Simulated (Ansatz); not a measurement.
## Ni3GeC (Pm-3m): following an unstable mode

Aim: this structure of Ni3GeC (Pm-3m) is to be tested for unstable modes, and one is followed downhill.

Calculated with Ansatz 0.2.0; DFT PBEsol, scalar-relativistic, plane waves, PAW; PAW set soft_1.

**1. The structure**

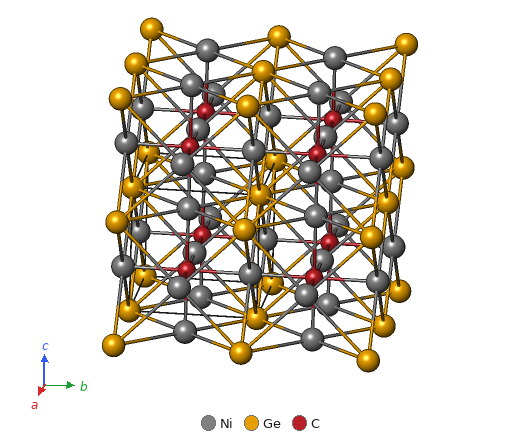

The cell as given, slightly off an axis (nickel grey, germanium orange, carbon red). 2×2×2 cells are drawn. Some periodic images of atoms are drawn too.

**2. Response at finite wavevector**

The cell comes from relaxations at this level that are not shown. Stability and thermal properties need the whole zone. Linear response on a 2×2×2 q mesh gives force constants as far as a supercell of that size would.

input.yaml reads:

```yaml
crystal:
  lattice:
    - [3.761644871, 0.0, 0.0]
    - [0.0, 3.761644871, 0.0]
    - [0.0, 0.0, 3.761644871]
  atoms:
    - { symbol: Ni, position: [0.0, 0.5, 0.5] }
    - { symbol: Ni, position: [0.5, 0.5, 0.0] }
    - { symbol: Ni, position: [0.5, 0.0, 0.5] }
    - { symbol: Ge, position: [0.0, 0.0, 0.0] }
    - { symbol: C, position: [0.5, 0.5, 0.5] }
kpoints:
  mp_grid: { grid: [12, 12, 12] }
hamiltonian:
  xc: pbesol
  pseudopotentials: { kind: paw, azcp: { folder: soft_1 }, xc_functional: pbe }
scf:
  occupations: { method: methfessel_paxton, width: 0.2 }
output:
  eigenvalues: true
phonons:
  method: dfpt
  qmesh: [2, 2, 2]
  temperatures: { t_max: 1000, t_step: 50 }
  qpath:
    path:
      - [[0.0, 0.0, 0.0], [0.0, 0.5, 0.0], [0.5, 0.5, 0.0], [0.0, 0.0, 0.0], [0.5, 0.5, 0.5], [0.0, 0.5, 0.0]]
      - [[0.5, 0.5, 0.5], [0.5, 0.5, 0.0]]
    npoints: 10
```

The run is started by

```console
ansatz run input.yaml --threads 4 --pin off --max-ram 10240MiB --backend cpu --events-out ev --progress --plain --runs-dir out
```

Numbers of over 12 decimals in the logs are rounded to 6 here.

What it wrote:

```text
Engine: ansatz 0.2.0, aarch64-unknown-linux-gnu
Pseudopotentials: kind: paw
Pseudopotential: Ni, paw, valence charge 18, recommended cutoff 420 eV (normal), soft_1/Ni.paw.azcp
Pseudopotential: Ge, paw, valence charge 14, recommended cutoff 420 eV (normal), soft_1/Ge.paw.azcp
Pseudopotential: C, paw, valence charge 4, recommended cutoff 420 eV (normal), soft_1/C.paw.azcp
Functional definition: PBEsol
  exchange = pbesol_x
  correlation = pbesol_c
Crystal: 5 atoms, lattice volume = 53.227 Å³
Basis set: ecut = 420 eV, 1021 PW (Γ), exchange–correlation on 54×54×54 points (8 copies of the dense FFT grid, shifted against one another)
Bands: 44, of which v1, the nominal top of the filled ones, is band 36 counted from 1 (35 counted from 0)
Symmetry: 48 space group operations
k-points: 84 of 1728
Non-local potential: Ni, projectors of the file, l = 0: 3, l = 1: 2, l = 2: 3, l = 3: 1
Non-local potential: Ge, projectors of the file, l = 0: 2, l = 1: 2, l = 2: 3, l = 3: 1
Non-local potential: C, projectors of the file, l = 0: 2, l = 1: 2, l = 2: 1
PAW form: soft (Blöchl's): semilocal exchange-correlation on the pseudo side does not see the compensation charge
PAW frozen core: Ni, regenerated for the run's functional, and the local potential with it (the file was generated under x = pbe(κ = 0.804, μ = 0.219515), c = pbe(β = 0.066725))
PAW frozen core: Ge, regenerated for the run's functional, and the local potential with it (the file was generated under x = pbe(κ = 0.804, μ = 0.219515), c = pbe(β = 0.066725))
PAW frozen core: C, regenerated for the run's functional, and the local potential with it (the file was generated under x = pbe(κ = 0.804, μ = 0.219515), c = pbe(β = 0.066725))
PAW one-centre angular grid: Ni, 590 points (default); XC on 64 Gauss nodes
PAW one-centre angular grid: Ge, 590 points (default); XC on 64 Gauss nodes
PAW one-centre angular grid: C, 110 points (default); XC on 64 Gauss nodes
Initial density: superposition of atomic densities (chi_scale 0.1, normalization cell, long waves kept (reshape's long-wave potential 0.00 eV rms))
Initial wavefunctions: pseudopotential atomic-orbital guess
Functional: x = pbesol(κ = 0.804, μ = 0.123457), c = pbesol(β = 0.046)
SCF iter   1: F=—  HF=-21916.867667 eV  |F-HF|=—  |Δ(HF+E_count)|=         —  Δρ=1.14e-1  dr2=8.55e0  ethr=3.10e-3  ⟨swp⟩=5.5  Hψ=11873  notcnv=0
preconditioner: auto → Kerker (q_TF=auto, 2.869 Å⁻¹)  [metal: Δε(μ)=0.026 eV  Ē_g=12.663 eV  σ=0.200 eV  W_gap=0.11  n_scr=18 (ndim 8)  ℏωp=35.3 eV  f_vac=0.000  D(μ)=1.97/eV (n_scr^D=18)]
SCF iter   2: F=—  HF=-21915.555924 eV  |F-HF|=—  |Δ(HF+E_count)|=    1.31e0  S|Δr|=    0.00e0  Δρ=4.53e-2  dr2=2.19e0  ethr=3.10e-3  ⟨swp⟩=2.9  Hψ=6390  notcnv=0  defer=145
SCF iter   3: F=—  HF=-21915.051452 eV  |F-HF|=—  |Δ(HF+E_count)|=   5.04e-1  S|Δr|=    0.00e0  Δρ=1.73e-2  dr2=4.37e-1  ethr=3.04e-3  ⟨swp⟩=2.0  Hψ=4483  notcnv=0  defer=144
SCF iter   4: F=—  HF=-21914.960180 eV  |F-HF|=—  |Δ(HF+E_count)|=   9.13e-2  S|Δr|=    0.00e0  Δρ=6.96e-3  dr2=1.89e-2  ethr=6.07e-4  ⟨swp⟩=2.0  Hψ=5196  notcnv=0  defer=143
SCF iter   5: F=—  HF=-21914.959253 eV  |F-HF|=—  |Δ(HF+E_count)|=   9.27e-4  S|Δr|=    0.00e0  Δρ=2.67e-3  dr2=3.47e-3  ethr=2.63e-5  ⟨swp⟩=2.1  Hψ=4719  notcnv=0  defer=143
SCF iter   6: F=—  HF=-21914.956195 eV  |F-HF|=—  |Δ(HF+E_count)|=   3.06e-3  S|Δr|=    0.00e0  Δρ=8.77e-4  dr2=1.71e-4  ethr=4.81e-6  ⟨swp⟩=2.0  Hψ=5615  notcnv=0  defer=143
SCF iter   7: F=—  HF=-21914.956330 eV  |F-HF|=—  |Δ(HF+E_count)|=   1.35e-4  S|Δr|=    0.00e0  Δρ=3.18e-4  dr2=3.85e-5  ethr=2.38e-7  ⟨swp⟩=2.0  Hψ=6598  notcnv=0  defer=143
SCF iter   8: F=—  HF=-21914.956355 eV  |F-HF|=—  |Δ(HF+E_count)|=   2.50e-5  S|Δr|=    0.00e0  Δρ=6.71e-5  dr2=2.08e-6  ethr=5.34e-8  ⟨swp⟩=2.2  Hψ=5214  notcnv=0  defer=143
SCF iter   9: F=—  HF=-21914.956347 eV  |F-HF|=—  |Δ(HF+E_count)|=   7.34e-6  S|Δr|=    0.00e0  Δρ=2.28e-5  dr2=2.32e-7  ethr=2.89e-9  ⟨swp⟩=2.0  Hψ=5607  notcnv=0  defer=143
SCF iter  10: F=—  HF=-21914.956347 eV  |F-HF|=—  |Δ(HF+E_count)|=   3.97e-8  S|Δr|=    0.00e0  Δρ=3.92e-6  dr2=8.41e-9  ethr=3.23e-10  ⟨swp⟩=2.2  Hψ=5053  notcnv=0  defer=143
SCF iter  11: F=—  HF=-21914.956347 eV  |F-HF|=—  |Δ(HF+E_count)|=   4.59e-9  S|Δr|=    0.00e0  Δρ=1.06e-6  dr2=4.00e-10  ethr=1.17e-11  ⟨swp⟩=2.0  Hψ=6283  notcnv=0  defer=143
SCF iter  12: F=—  HF=-21914.956347 eV  |F-HF|=—  |Δ(HF+E_count)|=  1.06e-10  S|Δr|=    0.00e0  Δρ=3.41e-7  dr2=3.01e-11  ethr=1.00e-12  ⟨swp⟩=2.3  Hψ=5588  notcnv=0  defer=143
SCF iter  13: F=-21914.956347 eV  HF=-21914.956347 eV  |F-HF|=3.64e-12  |Δ(HF+E_count)|=    0.00e0  S|Δr|=    0.00e0  Δρ=6.36e-8  dr2=1.00e-12  ethr=1.00e-12  ⟨swp⟩=11.5  Hψ=19701  notcnv=0
SCF 1 converged in 13 iterations: F = -21914.956347 eV  dr2 = 1.00e-12
  greatest PAW one-centre occupation: 1.001 electrons in one spin orbital (limit 2), on the Ni atom at site 2 (counted from 0), in its partial waves of l = 1
Initial density: read from a saved state, or passed on in memory by an earlier SCF of this step, an earlier step, the calling program or the single point that the run made first
iter 1 solved again at ethr=4.83e-8 eV; its pass at ethr=3.10e-3 eV (dr2=3.48e-5 eV) is discarded
SCF iter   1: F=—  HF=-21914.956354 eV  |F-HF|=—  |Δ(HF+E_count)|=         —  Δρ=5.06e-7  dr2=6.98e-11  ethr=4.83e-8  ⟨swp⟩=3.2  Hψ=22848  notcnv=0
eigensolver tolerance schedule: the retry pair's looser diagonalisation over-reported the residual by 498472.82 of it (diagonalisation noise at an unbounded share of the residual, at the tolerance the schedule requests for it); recorded, not acted on — ethr = c·dr2/N_el stays at c = 1.0e-1
preconditioner: auto → Kerker (q_TF=auto, 2.869 Å⁻¹)  [metal: Δε(μ)=0.021 eV  Ē_g=12.874 eV  σ=0.200 eV  W_gap=0.09  n_scr=18 (ndim 8)  ℏωp=35.3 eV  f_vac=0.000  D(μ)=4.02/eV (n_scr^D=32)]
SCF iter   2: F=—  HF=-21914.956347 eV  |F-HF|=—  |Δ(HF+E_count)|=   6.45e-6  S|Δr|=    0.00e0  Δρ=3.53e-7  dr2=3.52e-11  ethr=1.00e-12  ⟨swp⟩=3.7  Hψ=10204  notcnv=0
SCF iter   3: F=—  HF=-21914.956347 eV  |F-HF|=—  |Δ(HF+E_count)|=  7.28e-12  S|Δr|=    0.00e0  Δρ=1.89e-7  dr2=1.05e-11  ethr=1.00e-12  ⟨swp⟩=1.0  Hψ=3696  notcnv=0
SCF iter   4: F=-21914.956347 eV  HF=-21914.956347 eV  |F-HF|=3.64e-12  |Δ(HF+E_count)|=  3.64e-12  S|Δr|=    0.00e0  Δρ=7.26e-8  dr2=1.72e-12  ethr=1.00e-12  ⟨swp⟩=4.1  Hψ=9688  notcnv=0
SCF 2 converged in 4 iterations: F = -21914.956347 eV  dr2 = 1.72e-12
  greatest PAW one-centre occupation: 1.001 electrons in one spin orbital (limit 2), on the Ni atom at site 0 (counted from 0), in its partial waves of l = 1
phonons: the bands overlap, so this run is a metal and interpolates without the dipole-dipole term. If the crystal is really an insulator or semiconductor, its LO-TO splitting is missing
NSCF: frozen V_eff on 84 k-points
WARN: eigensolver did not converge (k=0): 1 band(s) unlocked after 20 sweeps at ethr=1.15e-12 eV (storage-precision floor; scheduled 1.00e-12 eV) (lowest unlocked band 43, counted from 0; max residual 5.13e-6 eV among the unlocked bands, 5.13e-6 eV over every band; other slots of this pass that fall short are told together in one closing line; warning suppressed until the next SCF loop or pass starts)
WARN: eigensolver did not converge in 3 slots of this pass, the one above among them; of largest residual over every band (k=1): 1 band(s) unlocked (lowest unlocked band 43, counted from 0; max residual 5.34e-3 eV among the unlocked bands, 5.34e-3 eV over every band); of lowest unlocked band (k=0): band 43
NSCF: frozen V_eff on 343 k-points
DFPT response loops at q = (0, 0, 0) (fractional): preconditioner auto → Kerker (q_TF=auto, 2.869 Å⁻¹) (partly filled bands, converged f_vac=0.000); β = 1.00, the filter's whole step (`scf.mixing.beta` (0.50) is not read by the response loops under this deck's `scf.mixing.preconditioner`; to damp them name `kerker` or `kerker_dos`, under which they read `scf.mixing.beta`, and type it under 1.00, their step now; both keys bind the ground state too); Broyden in place of MSR1
NSCF: frozen V_eff on 686 k-points
DFPT response loops at q = (0, 0, -0.5) (fractional): mixed as the last ones told, above
NSCF: frozen V_eff on 686 k-points
DFPT response loops at q = (0, -0.5, -0.5) (fractional): mixed as the last ones told, above
NSCF: frozen V_eff on 686 k-points
DFPT response loops at q = (-0.5, -0.5, -0.5) (fractional): mixed as the last ones told, above
SCF converged after 13 iterations
Stability not checked: this state was not tested for a lower state beside it, because cold or Methfessel-Paxton smearing, or corrected tetrahedra, fill the levels in a way that the test cannot read (fill_not_monotonic; see scf.lower_state_search)
Free energy (F): -21914.956347 eV
Harris-Foulkes:  -21914.956347 eV  (|F-HF|=3.64e-12)
Internal energy: -21914.951856 eV  (E = F + TS)
E sigma→0 (E₀):  -21914.955224 eV
Entropy (-TS):   -0.004491 eV (-0.898 meV/atom)
Fermi energy:    16.804161 eV
--- Per-component energies (eV) ---
  E_band       = -953.900227
  E_kinetic    = 1205.801852
  E_local      = -10784.648979  (includes V_loc(G=0)·N_el)
  E_nonlocal   = -100.557124
  E_hartree    = 5691.738882
  E_xc         = -456.325191
  E_vxc        = -561.811520  (∫ρ·V_xc dr)
  E_paw        = -6938.143766  (= ΣΔE_a)
  E_vpaw       = -2096.164535  (= ΣTr[D̂ρ^β])
  E_aug_tail   = 0.002382  (compensation charges beyond the density's cutoff)
  E_ewald      = -10534.350818
  E_core_change = 1.530906  (= ΣΔE_core)
  E_smearing   = -0.004491  (= −TS)
  E_closure    = -0.000000  (closes the sum)
  Σ components = -21914.956347   (vs F -21914.956347, Δ=0.00e0)
--- Band table (eV; the first three rows and the last of 84) ---
  k-point 0: bands = [... 32 lower, 15.8330, 15.8330, 15.8330, 16.0839, 17.4463, 18.2762, 18.2762, 18.2762, ... 4 higher]
  k-point 1: bands = [... 32 lower, 15.8331, 15.8683, 15.8683, 16.0579, 17.3047, 18.3540, 18.3540, 18.4616, ... 4 higher]
  k-point 2: bands = [... 32 lower, 15.8333, 15.9807, 15.9886, 15.9886, 17.1997, 18.5548, 18.5548, 18.7106, ... 4 higher]
  k-point 83: bands = [... 32 lower, 15.3807, 15.8734, 15.8734, 15.8734, 16.4276, 17.7892, 17.7892, 17.7892, ... 4 higher]
--- Phonons (Γ-DFPT): 4 representative perturbations + reference (Σ response iterations 14) ---
  ASR residual: 4.504e-5 → 0.000e0 eV/Å²; symmetrization residual: 3.370e-6 eV/Å²
  ASR residual per site (eV/Å²): 4.50e-5 4.50e-5 4.50e-5 7.74e-6 8.81e-6
  Γ frequencies (cm⁻¹): -92.66 -92.66 -92.66 0.00 0.00 0.00 96.15 96.15 96.15 123.55 123.55 123.55 601.15 601.15 601.15
--- Phonons (arbitrary-q DFPT): 4 irreducible q on the 2×2×2 mesh ---
  q = [0.0000, 0.0000, 0.0000] (star 1, of the zone-centre solve; hermiticity 3.93e-7, symmetrization 3.73e-12): -92.66 -92.66 -92.66 -0.00 -0.00 0.00 96.15 96.15 96.15 123.55 123.55 123.55 601.15 601.15 601.15
  q = [0.0000, 0.0000, -0.5000] (star 3, 9 solved perturbations in 2646 linear systems a pass and spin channel, the states on 343 of 1728 k-point pairs; hermiticity 3.29e-7, symmetrization 1.23e-12): -129.74 -76.03 -66.56 -66.56 -61.15 -61.15 113.24 113.24 142.56 142.56 152.79 274.39 608.47 608.47 698.62
  q = [0.0000, -0.5000, -0.5000] (star 3, 9 solved perturbations in 2646 linear systems a pass and spin channel, the states on 343 of 1728 k-point pairs; hermiticity 3.20e-7, symmetrization 3.17e-13): -114.86 -106.63 -106.63 -98.91 -98.91 -68.65 114.98 129.31 132.11 132.11 231.42 295.61 620.72 722.58 722.58
  q = [-0.5000, -0.5000, -0.5000] (star 1, 4 solved perturbations in 931 linear systems a pass and spin channel, the states on 343 of 1728 k-point pairs; hermiticity 4.59e-7, symmetrization 4.95e-12): -70.17 -70.17 -70.17 48.08 48.08 48.08 129.68 129.68 129.68 237.12 237.12 357.90 720.74 720.74 720.74
  sum rule: each row above includes the acoustic sum rule's correction from the zone centre's row sums; it moved no ω² by more than (0.46 cm⁻¹)²
  mesh force constants: q→R imaginary residual 5.43e-18; ASR residual 4.504e-5 → 0.000e0 eV/Å²; symmetrization residual 1.776e-14 eV/Å²
  interpolated dispersion: 62 rows × 15 modes
  density of states and harmonic sums: on the 16×16×16 q-mesh, interpolated from the force constants of a 2×2×2 supercell (no non-analytic term)
  largest difference from the sums on the solved wave vectors: F 5.95e-2 eV, S 7.79e-5 and C_V 3.00e-5 eV/K
  zero-point energy: 0.185921 eV/cell   skipped modes (ω ≤ 0): 940, of them read as no rigid motion or as one in doubt: 937 (5.837e0 modes/cell left out, lowest -129.74 cm⁻¹)   left out of the sums: 3.89e-1 of the cell's modes: C_V's classical limit lies that fraction below 3 k_B per atom; for a crystal, a wire or a layer, F and S can be off by more, and a phonons.interpolated_qmesh denser along its periods is the remedy for the sampling
```

The job ended after 11 min (4 threads of Arm Neoverse V2, shared host; peak memory 2.3 GiB).

This run has no spin polarisation, although Ni can carry a moment.

Numbers from this step:

```
volume per atom                                         : 10.65 Å³
gap on the k-mesh                                       : 0 eV
sum-rule residual before enforcement                    : 4.50e-5 eV/Å²
lowest frequency on the path                            : -129.7 cm⁻¹
point group                                             : m-3m
highest frequency on the path or at a solved wavevector : 722.6 cm⁻¹
highest optical mode at the zone centre (no LO-TO term) : 601.1 cm⁻¹
lowest optical zone-centre mode                         : -92.66 cm⁻¹
lowest mode on the q mesh (acoustic modes at Γ apart)   : -129.7 cm⁻¹
```

Frequencies (cm⁻¹) solved at each irreducible wavevector; negative means imaginary. Frequencies by wavevector, by row:

```csv
q in reciprocal lattice units,star,mode 1,mode 2,mode 3,mode 4,mode 13,mode 14,mode 15
0 0 0,1,-92.7,-92.7,-92.7,0,601.1,601.1,601.1
0 0 -0.5,3,-129.7,-76,-66.6,-66.6,608.5,608.5,698.6
0 -0.5 -0.5,3,-114.9,-106.6,-106.6,-98.9,620.7,722.6,722.6
-0.5 -0.5 -0.5,1,-70.2,-70.2,-70.2,48.1,720.7,720.7,720.7
```

Interpolated from a 2×2×2 q mesh, rough between the solved points. Phonon branches along the path, in cm⁻¹:

```csv
point,branch 1,branch 2,branch 3,branch 4,branch 12,branch 13,branch 14,branch 15
Γ,-93,-93,-93,0,124,601,601,601
X,-130,-76,-67,-67,274,608,608,699
M,-115,-107,-107,-99,296,621,723,723
Γ,-93,-93,-93,0,124,601,601,601
R,-70,-70,-70,48,358,721,721,721
X,-130,-76,-67,-67,274,608,608,699
jump to R,-70,-70,-70,48,358,721,721,721
M,-115,-107,-107,-99,296,621,723,723
```

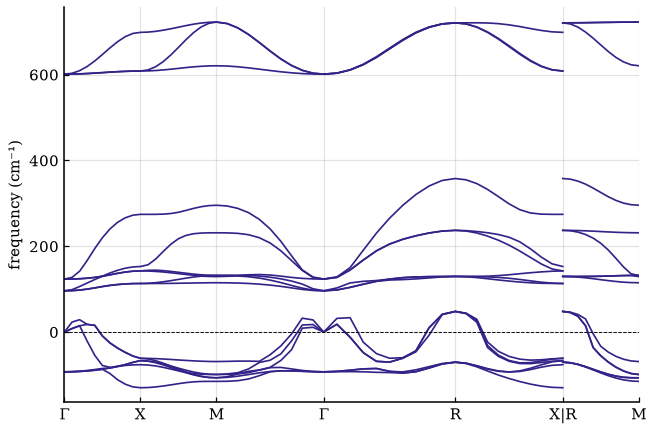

Phonon branches along the path.

Symmetry leaves 4 wavevectors to solve. The lowest mode among them, the acoustic zeros apart, lies at q = (0, 0, -0.5) and is imaginary, 129.7i cm⁻¹, so the energy falls along it.

**3. The mode frozen in, largest atomic shift 0 Å**

The mode followed lies at q = (0, 0, -0.5) with frequency 129.7i cm⁻¹, the softest among the wavevectors solved. At small amplitude the distorted cell has space group no. 123 by a symmetry search on the positions. The undistorted cell that holds it gives the zero of energy on the same k mesh.

System of this step: Ni3GeC. Symmetry: Pm-3m, No. 221, cubic system. Conventional cell: a = 3.762 Å, b = 3.762 Å, c = 3.762 Å, α = 90.00°, β = 90.00°, γ = 90.00°. Nearest to Ni lie 2 C at 1.88 Å and 4 Ge at 2.66 Å and 8 Ni at 2.66 Å. Ni has 2 C at 1.88 Å and 4 Ge at 2.66 Å and 8 Ni at 2.66 Å nearest. Nearest to Ge lie 12 Ni at 2.66 Å. Nearest to C lie 6 Ni at 1.88 Å. Farther neighbours are not listed.

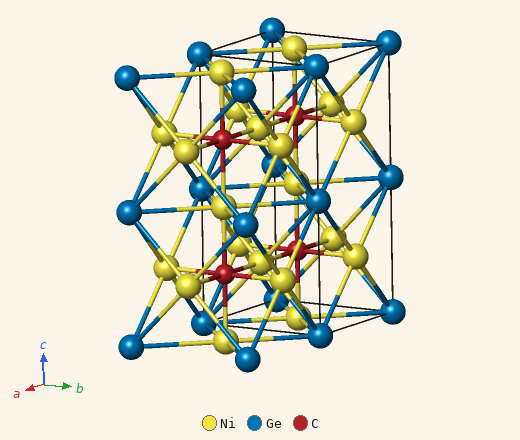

The cell of this step (nickel yellow, germanium blue, carbon red). 2×1×1 cells are drawn. Some periodic images of atoms are drawn too.

input.yaml reads:

```yaml
crystal:
  lattice:
    - [3.761644871, 0.0, 0.0]
    - [0.0, 3.761644871, 0.0]
    - [0.0, 0.0, 7.5232897419]
  atoms:
    - { symbol: Ni, position: [0.0, 0.5, 0.25] }
    - { symbol: Ni, position: [0.0, 0.5, 0.75] }
    - { symbol: Ni, position: [0.5, 0.5, 0.0] }
    - { symbol: Ni, position: [0.5, 0.5, 0.5] }
    - { symbol: Ni, position: [0.5, 0.0, 0.25] }
    - { symbol: Ni, position: [0.5, 0.0, 0.75] }
    - { symbol: Ge, position: [0.0, 0.0, 0.5] }
    - { symbol: Ge, position: [0.0, 0.0, 0.0] }
    - { symbol: C, position: [0.5, 0.5, 0.25] }
    - { symbol: C, position: [0.5, 0.5, 0.75] }
kpoints:
  mp_grid: { grid: [10, 10, 6] }
hamiltonian:
  xc: pbesol
  pseudopotentials: { kind: paw, azcp: { folder: soft_1 }, xc_functional: pbe }
scf:
  occupations: { method: methfessel_paxton, width: 0.2 }
output:
  forces: true
  stress: true
  eigenvalues: true
```

What it wrote:

```text
[...]
Crystal: 10 atoms, lattice volume = 106.454 Å³
Basis set: ecut = 420 eV, 2065 PW (Γ), exchange–correlation on 54×54×108 points (8 copies of the dense FFT grid, shifted against one another)
Bands: 87, of which v1, the nominal top of the filled ones, is band 72 counted from 1 (71 counted from 0)
Symmetry: 32 space group operations
[...]
k-points: 84 of 600
[...]
k-point 0: bands = [... 68 lower, 15.8340, 16.0852, 16.7279, 16.7279, 17.2845, 17.4460, 18.2755, 18.2756, ... 11 higher]
  k-point 1: bands = [... 68 lower, 15.8684, 16.0591, 16.6466, 16.6466, 17.2809, 17.3043, 18.3536, 18.3536, ... 11 higher]
  k-point 2: bands = [... 68 lower, 15.9885, 15.9885, 16.4413, 16.4413, 17.1992, 17.2627, 18.5544, 18.5544, ... 11 higher]
  k-point 83: bands = [... 68 lower, 16.1128, 16.1128, 16.1128, 16.1128, 17.5993, 17.5993, 17.7010, 17.7010, ... 11 higher]
[key lines of the parts left out:]
SCF converged after 10 iterations
Free energy (F): -43829.915427 eV
Fermi energy:    16.802406 eV
P = ⅓ Tr σ = -0.0339 GPa (-0.339 kbar)
```

The job ended after 13 s (4 threads; peak memory 0.89 GiB).

Numbers from this step:

| Quantity | Value |
| --- | --- |
| pressure | -0.03391 GPa |
| energy from the undistorted cell | 0 meV/atom |

The run ends at a pressure of -0.03 GPa.

**4. The mode frozen in, largest atomic shift 0.14 Å**

The atoms are moved along the unstable eigenvector, the largest shift by 0.14 Å, with the cell fixed.

input.yaml, the sections that differ from step 3:

```yaml
crystal:
  lattice:
    - [3.761644871, 0.0, 0.0]
    - [0.0, 3.761644871, 0.0]
    - [0.0, 0.0, 7.5232897419]
  atoms:
    - { symbol: Ni, position: [0.0, 0.5, 0.2313911195] }
    - { symbol: Ni, position: [0.0, 0.5, 0.7686088805] }
    - { symbol: Ni, position: [0.5, 0.5, 0.0] }
    - { symbol: Ni, position: [0.5, 0.5, 0.5] }
    - { symbol: Ni, position: [0.5, 0.0, 0.2313911195] }
    - { symbol: Ni, position: [0.5, 0.0, 0.7686088805] }
    - { symbol: Ge, position: [0.0, 0.0, 0.5] }
    - { symbol: Ge, position: [0.0, 0.0, 0.0] }
    - { symbol: C, position: [0.5, 0.5, 0.2540851932] }
    - { symbol: C, position: [0.5, 0.5, 0.7459148068] }
# kpoints, hamiltonian, scf, output: as in step 3
```

What it wrote:

```text
[...]
Crystal: 10 atoms, lattice volume = 106.454 Å³
Basis set: ecut = 420 eV, 2065 PW (Γ), exchange–correlation on 54×54×108 points (8 copies of the dense FFT grid, shifted against one another)
Bands: 87, of which v1, the nominal top of the filled ones, is band 72 counted from 1 (71 counted from 0)
Symmetry: 16 space group operations
[...]
k-points: 84 of 600
[...]
k-point 0: bands = [... 68 lower, 15.8076, 16.0444, 16.9370, 16.9370, 17.1726, 17.5925, 18.1463, 18.3724, ... 11 higher]
  k-point 1: bands = [... 68 lower, 15.8075, 16.0195, 16.8517, 16.8517, 17.1701, 17.4174, 18.3513, 18.4422, ... 11 higher]
  k-point 2: bands = [... 68 lower, 15.8189, 15.9462, 16.6612, 16.6612, 17.1737, 17.2727, 18.5719, 18.6091, ... 11 higher]
  k-point 83: bands = [... 68 lower, 16.0633, 16.0633, 16.0894, 16.0894, 17.1273, 17.2309, 17.8634, 18.0353, ... 11 higher]
[key lines of the parts left out:]
SCF converged after 12 iterations
Free energy (F): -43829.986531 eV
Fermi energy:    16.813680 eV
P = ⅓ Tr σ = 0.5884 GPa (5.884 kbar)
```

Run time: 15 s. Hardware: 4 threads; peak memory 0.9 GiB; 59 s of CPU time.

Numbers from this step:

* pressure: 0.5884 GPa
* energy from the undistorted cell: -7.381 meV/atom

The energy, extrapolated to zero smearing, is -7.38 meV/atom against the undistorted cell.

The run ends at a pressure of 0.59 GPa, with forces up to 0.29 eV/Å.

[end of part 1 of 3]

[Logs are printed without paths, hosts, clocks, repeated set-up lines and the standing remarks that a program may print on its own settings, such as how far it seeks lower states.]

[Hosts, paths, dates, database ids (printed as entryN), source tags and the programs' standing remarks are cut or masked in the printed files.]
